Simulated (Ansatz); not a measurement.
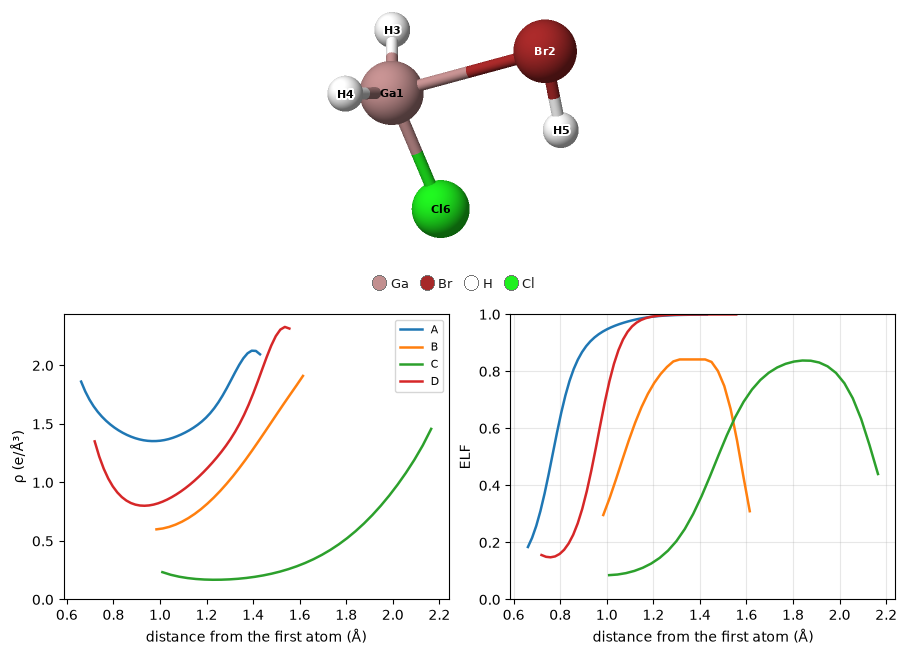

Figure 1: BrClGaH$_{3}$. Total electron density and ELF along straight lines between neighbouring atoms. The curves leave out the atomic cores. The structure is drawn too.

The product side of a reaction path; geometry: PBE0-D4/def2-TZVP.

Method: RKS PBE0-D4/def2-TZVPP in Ansatz.

| atom | x (Å) | y (Å) | z (Å) |
| --- | --- | --- | --- |
| Ga | -0.2490 | -0.8057 | 0.4337 |
| Br | -0.6433 | 1.8642 | -0.5902 |
| H | -1.2398 | -1.5139 | -0.5347 |
| H | -0.4019 | -0.4414 | 1.9386 |
| H | 0.7205 | 1.6325 | -0.9520 |
| Cl | 1.8134 | -0.7356 | -0.2955 |

**Which curve belongs to which contact (Br–H, Ga–Br, Ga–Cl and Ga–H)? The first atom named is at distance zero.**

Curve A: Br–H (1.43 Å): ρ is about 1.7 e/Å³ halfway; the ELF climbs to about 1 towards the hydrogen, as it does in any bond to H. Curve B: Ga–Cl (2.19 Å): ρ at the midpoint is about 0.66 e/Å³; the ELF peaks at about 0.85 in the valence shell of Cl, 0.9 Å from its nucleus, and is about 0.55 at the midpoint. Curve C: Ga–Br (2.89 Å): ρ is about 0.21 e/Å³ halfway, with its minimum of 0.17 e/Å³ about 1.2 Å from Ga; the ELF peaks at about 0.85 in the valence shell of Br, 1.0 Å from its nucleus, and is about 0.45 at the midpoint. Curve D: Ga–H (1.56 Å): the density is about 1 e/Å³ at the midpoint; the ELF climbs to about 1 towards the hydrogen.
